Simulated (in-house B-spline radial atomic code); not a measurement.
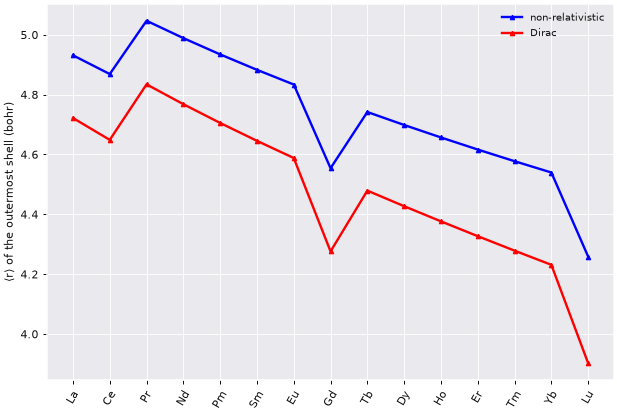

The effect of relativity on the mean radius of the outermost shell, taken as the one with the largest non-relativistic radius (j-weighted means). Species: La, Ce, Pr, Nd, Pm, Sm, Eu, Gd, Tb, Dy, Ho, Er, Tm, Yb and Lu. Method: Hartree–Fock, non-relativistic against Dirac–Coulomb (computed with a B-spline radial atomic code).

> Does any expand?

No.

> Which outermost shell contracts most?

Lu (6s, 4.26 to 3.90 bohr, −8.4 %).
